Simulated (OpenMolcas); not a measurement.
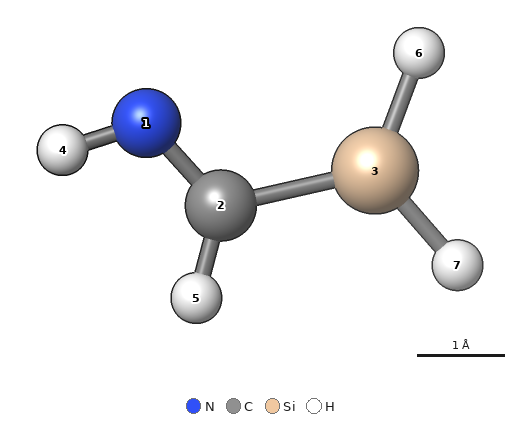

**Figure 1.** The structure (ball-and-stick view, seen on its broad side; atoms are numbered from 1 in the order of the input). Bond lengths as drawn: C–H 1.10 Å, C–N 1.29 Å, C–Si 1.83 Å, H–N 1.02 Å and H–Si 1.45 Å.

**Run report: CH$_{4}$NSi, property calculation (part 1 of 3)**

The run: property calculation of CH$_{4}$NSi, multiplicity 2, SMILES N=C[SiH2]. Method and program: MN15/Ahlrichs_VDZ, UKS, PCM solvent dimethylsulfoxide (OpenMolcas 26.06).

The geometry comes from this level: GFN2-xTB.

## Log
```
--- Start Module: gateway ---

                                              &GATEWAY

                       available to each process: 1.9 GB of memory, 1 thread

++    Symmetry information:
      ---------------------

                    Character Table for C1

                             E
                    a        1  x, y, xy, Rz, z, xz, Ry, yz, Rx, I
--

++    Basis set information:
      ----------------------

      Basis set label: N.AHLRICHS_VDZ.........

      Electronic valence basis set:
      ------------------
      Associated Effective Charge   7.000000 au
      Associated Actual Charge      7.000000 au
      Nuclear Model: Point charge

      Shell  nPrim  nBasis  Cartesian Spherical Contaminant
         s       7       3        X
         p       4       2        X

      Basis set label: C.AHLRICHS_VDZ.........

      Electronic valence basis set:
      ------------------
      Associated Effective Charge   6.000000 au
      Associated Actual Charge      6.000000 au
      Nuclear Model: Point charge

      Shell  nPrim  nBasis  Cartesian Spherical Contaminant
         s       7       3        X
         p       4       2        X

      Basis set label: SI.AHLRICHS_VDZ.........

      Electronic valence basis set:
      ------------------
      Associated Effective Charge  14.000000 au
      Associated Actual Charge     14.000000 au
      Nuclear Model: Point charge

      Shell  nPrim  nBasis  Cartesian Spherical Contaminant
         s      10       4        X
         p       7       3        X

      Basis set label: H.AHLRICHS_VDZ.........

      Electronic valence basis set:
      ------------------
      Associated Effective Charge   1.000000 au
      Associated Actual Charge      1.000000 au
      Nuclear Model: Point charge

      Shell  nPrim  nBasis  Cartesian Spherical Contaminant
         s       4       2        X
--

++    Molecular structure info:
      -------------------------

                    ************************************************
                    **** Cartesian Coordinates / bohr, angstrom ****
                    ************************************************

     Center  Label                x              y              z                     x              y              z
        1      N1              -2.926921      -0.249727      -0.301279             -1.548860      -0.132150      -0.159430
        2      C2              -0.593450      -0.221363      -0.979086             -0.314040      -0.117140      -0.518110
        3      SI3              1.863705       0.380704       1.375059              0.986230       0.201460       0.727650
        4      H4              -4.170210      -0.595661      -1.728948             -2.206780      -0.315210      -0.914920
        5      H5               0.020390      -0.547132      -2.941397              0.010790      -0.289530      -1.556520
        6      H6               1.320824       0.831026       4.013457              0.698950       0.439760       2.123830
        7      H7               4.485681       0.402134       0.562194              2.373720       0.212800       0.297500

                    ***************************************
                    *    InterNuclear Distances / bohr    *
                    ***************************************

               1 N1            2 C2            3 SI3           4 H4            5 H5            6 H6
    1 N1       0.000000
    2 C2       2.430086        0.000000
    3 SI3      5.114455        3.455733        0.000000
    4 H4       1.924494        3.673637        6.855383        0.000000
    5 H5       3.968037        2.081727        4.784400        4.362742        0.000000
    6 H6       6.150473        5.449537        2.731053        8.072305        7.208359        0.000000
    7 H7       7.491140        5.344329        2.745172        9.009404        5.754569        4.702285

               7 H7
    7 H7       0.000000

                    *******************************************
                    *    InterNuclear Distances / angstrom    *
                    *******************************************

               1 N1            2 C2            3 SI3           4 H4            5 H5            6 H6
    1 N1       0.000000
    2 C2       1.285946        0.000000
    3 SI3      2.706453        1.828695        0.000000
    4 H4       1.018398        1.944005        3.627712        0.000000
    5 H5       2.099795        1.101603        2.531795        2.308663        0.000000
    6 H6       3.254690        2.883771        1.445211        4.271680        3.814499        0.000000
    7 H7       3.964140        2.828097        1.452682        4.767571        3.045187        2.488342

               7 H7
    7 H7       0.000000

                    **************************************
                    *    Valence Bond Angles / degree    *
                    **************************************
                          Atom centers                 Phi
                      2 C2       1 N1       4 H4       114.55
                      1 N1       2 C2       5 H5       122.97
                      6 H6       3 SI3      7 H7       118.34

           ***************************************************************
           *              Valence Dihedral Angles / degree               *
           ***************************************************************
                    Atom centers                       Phi1     Phi2     Theta
           4 H4       1 N1       2 C2       5 H5        114.55   122.97    -0.11
--

            Nuclear Potential Energy             91.14901952 au

--- Stop Module: gateway /rc=_RC_ALL_IS_WELL_ ---

--- Start Module: seward ---

                                              &SEWARD

                       available to each process: 1.9 GB of memory, 1 thread

               SEWARD will generate:
                  Multipole Moment integrals up to order  2
                  Kinetic Energy integrals
                  Nuclear Attraction integrals (point charge)
                  One-Electron Hamiltonian integrals
                  Velocity integrals
                  Reaction Field integrals (PCM)
                  Orbital angular momentum around (  0.0983   0.0791   0.3862 )
                  Velocity quadrupole around (  0.0983   0.0791   0.3862 )
                  Two-Electron Repulsion integrals

                   Integrals are discarded if absolute value <: 1.00E-14
                   Integral cutoff threshold is set to       <: 1.00E-16

            Nuclear Potential Energy             91.14901952 au

      Basis set specifications :
      Symmetry species         a
      Basis functions           39

--- Stop Module: seward /rc=_RC_ALL_IS_WELL_ ---

--- Start Module: scf ---

                                                &SCF

                       available to each process: 1.9 GB of memory, 1 thread

++    Input section:
      --------------

      Header of the integral files:

      Cartesian coordinates in angstrom:
      -----------------------------------------------------
      No.  Label        X            Y            Z
      -----------------------------------------------------
       1   N1        -1.54886000  -0.13215000  -0.15943000
       2   C2        -0.31404000  -0.11714000  -0.51811000
       3   SI3        0.98623000   0.20146000   0.72765000
       4   H4        -2.20678000  -0.31521000  -0.91492000
       5   H5         0.01079000  -0.28953000  -1.55652000
       6   H6         0.69895000   0.43976000   2.12383000
       7   H7         2.37372000   0.21280000   0.29750000
      -----------------------------------------------------
      Nuclear repulsion energy =   91.14901952
--

++    Orbital specifications:
      -----------------------

      Symmetry species               1
                                     a
      Frozen orbitals                0
      Occupied orbitals alpha       16
      Occupied orbitals beta        15
      Secondary orbitals alpha      23
      Secondary orbitals beta       24
      Deleted orbitals               0
      Total number of orbitals      39
      Number of basis functions     39
--

      Molecular charge                           0.000

      Polarizable Continuum Model (PCM) activated
      Solvent: dimethylsulfoxide
      Version: Dielectric
      Average area for surface element on the cavity boundary: 0.4000 angstrom^2
      Minimum radius for added spheres: 0.2000 angstrom
      Calculation type: equilibrium

      Numerical integration parameters
      --------------------------------
      Radial quadrature type:                         MHL
      Size of radial grid:                            99
      Lebedev angular grid:                           41
      Angular grid pruned with the crowding factor:  1.00E+10
                                 and fading factor:  1.00E+01
      Screening threshold for integral computation:   1.00E-11
      Radial quadrature accuracy:                     1.00E-25
      Maximum batch size:                             128
      AO values are stored on disk
      The same grid will be used for all iterations.

      DFT functional specifications
      -----------------------------
      Using Libxc version: 6.2.2
      Please cite the following reference:
      S. Lehtola, C. Steigemann, M. J.T. Oliveira, and M. A.L. Marques.,  SoftwareX 7, 1–5 (2018) doi:10.1016/j.softx.2017.11.002

      * Minnesota MN15 hybrid exchange functional
        - H. S. Yu, X. He, S. L. Li, and D. G. Truhlar.,  Chem. Sci. 7, 5032-5051 (2016) doi:10.1039/C6SC00705H
      * Minnesota MN15 correlation functional
        - H. S. Yu, X. He, S. L. Li, and D. G. Truhlar.,  Chem. Sci. 7, 5032-5051 (2016) doi:10.1039/C6SC00705H

++    Optimization specifications:
      ----------------------------

      SCF Algorithm: Conventional USCF
      D(i)-D(i-1) density differences are used
      Number of density matrices in core                 5
      Maximum number of NDDO SCF iterations            400
      Maximum number of HF SCF iterations              400
      Threshold for SCF energy change             1.00E-09
      Threshold for density matrix                1.00E-04
      Threshold for Fock matrix                   1.50E-04
      Threshold for linear dependence             1.00E-09
      Threshold at which DIIS is turned on        1.50E-01
      Maximum depth in the DIIS procedure                5
      Maximum depth in the BFGS Hessian update          30
      Threshold at which QNR/C2DIIS is turned on  7.50E-02
      Threshold for Norm(delta) (QNR/C2DIIS)      1.00E-03
      All orbitals punched on: UHFORB
--

      Input vectors read from INPORB
      Orbital file label: *Guess orbitals

++ Convergence information
                               UHF [...]      iterations: Energy and convergence statistics

Iter     Tot. [...]      One-elec.       Two-elec.     Energy      Max Dij or  Max Fij      DNorm      TNorm      AccCon     Time
         Energy          Energy          Energy        Change      Delta Norm                                                in Sec.
   1  -383.926748149  -523.329494248   151.141984217   0.00E+00    9.61E-01*   1.58E-01*    6.96E+00   5.73E+01   None         1.
   2  -383.957293976  -524.642859379   152.424803520  -3.05E-02*   2.88E-01*   9.24E-02*    3.52E+00   5.77E+01   EDIIS        1.
   3  -384.261343820  -526.328058299   153.805952597  -3.04E-01*   3.42E-01*   6.16E-02*    1.24E+00   5.78E+01   EDIIS        1.
   4  -384.272527076  -524.459073245   151.925784286  -1.12E-02*   8.60E-02*   3.51E-02*    8.53E-01   5.75E+01   EDIIS        1.
   5  -384.315918142  -525.337101950   152.760421926  -4.34E-02*   4.28E-02*   8.44E-03*    2.16E-01   5.77E+01   c2DIIS       1.
   6  -384.316815333  -525.353890593   152.776313377  -8.97E-04*   4.47E-02*   5.08E-03*    9.87E-02   5.77E+01   QNRc2DIIS    1.
   7  -384.316915091  -525.264476565   152.686799591  -9.98E-05*   2.42E-02*   4.35E-03*    5.69E-02   5.76E+01   QNRc2DIIS    1.
   8  -384.317030319  -525.284048248   152.706256046  -1.15E-04*   1.12E-02*   7.22E-04*    3.34E-02   5.77E+01   QNRc2DIIS    1.
   9  -384.317033865  -525.320250043   152.742454295  -3.55E-06*   4.37E-03*   7.61E-04*    1.89E-02   5.77E+01   QNRc2DIIS    1.
  10  -384.317040532  -525.301147010   152.723344596  -6.67E-06*   2.37E-03*   8.32E-05     6.65E-03   5.77E+01   QNRc2DIIS    1.
  11  -384.317040760  -525.299222859   152.721420216  -2.29E-07*   4.24E-04    2.09E-05     3.18E-03   5.77E+01   QNRc2DIIS    1.
  12  -384.317040774  -525.300727593   152.722924936  -1.42E-08*   1.20E-04    1.85E-05     6.44E-04   5.77E+01   QNRc2DIIS    1.
  13  -384.317040777  -525.300475880   152.722673221  -2.43E-09*   4.06E-05    2.78E-06     2.65E-04   5.77E+01   QNRc2DIIS    1.
  14  -384.317040777  -525.300423667   152.722621008  -1.62E-10    5.60E-06    2.89E-07     9.39E-05   5.77E+01   QNRc2DIIS    1.

       Convergence after  14 Iterations
--

 *****************************************************************************************************************************
 *                                             SCF/KS-DFT Program, Final results                                             *
 *                                                       Final Results                                                       *
 *****************************************************************************************************************************

::    Total KS-DFT energy                            -384.3170407770
      One-electron energy                            -525.3004236674
      Two-electron energy                             152.7226210080
      Nuclear repulsion energy                        -11.7392381176
      Kinetic energy (interpolated)                   382.5836825580
      Virial theorem                                    1.0045306643
      Total spin, S(S+1)                                0.7642569244
      Total spin, S                                     0.5071032342
      Max non-diagonal density matrix element           0.0000023389
      Max non-diagonal Fock matrix element              0.0000001329

      No orbitals printed
      No orbitals printed

++    Molecular charges:
      ------------------

      Mulliken charges per centre
      ---------------------------

                            N1                      C2                      SI3                     H4                      H5                      H6
                     alpha        beta       alpha        beta       alpha        beta       alpha        beta       alpha        beta       alpha        beta
      Total        3.8412      3.5280      3.1371      3.2714      7.5160      6.5436      0.3951      0.4103      0.4609      0.4559      0.3654      0.4357
      Total              7.3692                  6.4085                 14.0596                  0.8054                  0.9168                  0.8011

      Charge           -0.3692                 -0.4085                 -0.0596                  0.1946                  0.0832                  0.1989

                            H7
                     alpha        beta
      Total        0.2843      0.3551
      Total              0.6394

      Charge            0.3606

      Total electronic charge=   31.000000

      Total            charge=   -0.000000
--

++    Molecular orbitals:
      -------------------

      Title: Natural orbitals

      Molecular orbitals for symmetry species 1: a

          Orbital            1         2         3         4         5         6         7         8         9        10
          Energy          -65.1595  -14.0563  -10.0517   -5.0830   -3.6091   -3.6052   -3.6123   -0.5360   -0.4107   -0.8104
          Occ. No.          2.0000    2.0000    2.0000    2.0000    2.0000    2.0000    2.0000    2.0000    2.0000    2.0000
```
